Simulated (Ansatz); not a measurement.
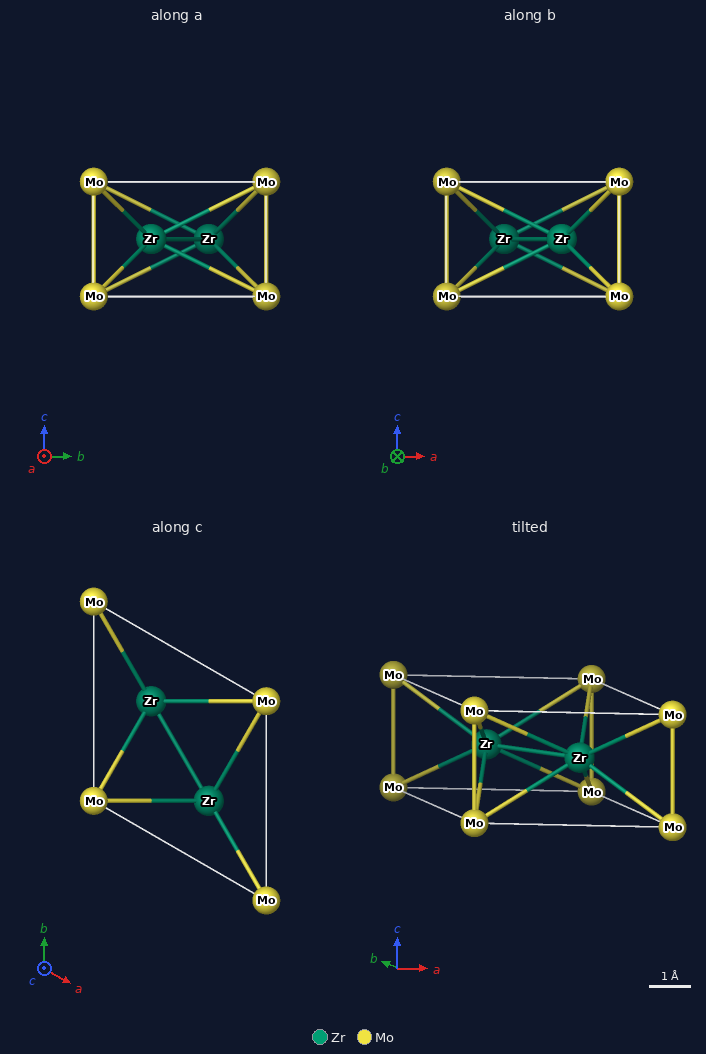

Ball-and-stick representation of a periodic structure, projected along the a axis, along the b axis, along the c axis and slightly off an axis. The edges of the conventional unit cell are marked.

Lattice parameters: a = 4.9101 Å, b = 4.9101 Å, c = 2.8295 Å, α = 90.000°, β = 90.000°, γ = 120.000°.

Write down what is shown as a CIF with its space group and independent sites.

```cif
data_structure
_symmetry_space_group_name_H-M 'P 6/m m m'
_symmetry_Int_Tables_number 191
_cell_length_a 4.9101
_cell_length_b 4.9101
_cell_length_c 2.8295
_cell_angle_alpha 90.000
_cell_angle_beta 90.000
_cell_angle_gamma 120.000
_cell_volume 59.08
loop_
_atom_site_label
_atom_site_type_symbol
_atom_site_symmetry_multiplicity
_atom_site_Wyckoff_symbol
_atom_site_fract_x
_atom_site_fract_y
_atom_site_fract_z
_atom_site_occupancy
Zr1 Zr 2 d 0.3333 0.6667 0.5000 1
Mo1 Mo 1 a 0.0000 0.0000 0.0000 1
```

The structure comes from a textbook structure type filled with these elements (whether it is the usual form wasn't checked). Earlier steps of the study may have refined or changed the cell and positions. Ansatz was used for an electronic-structure calculation on it.
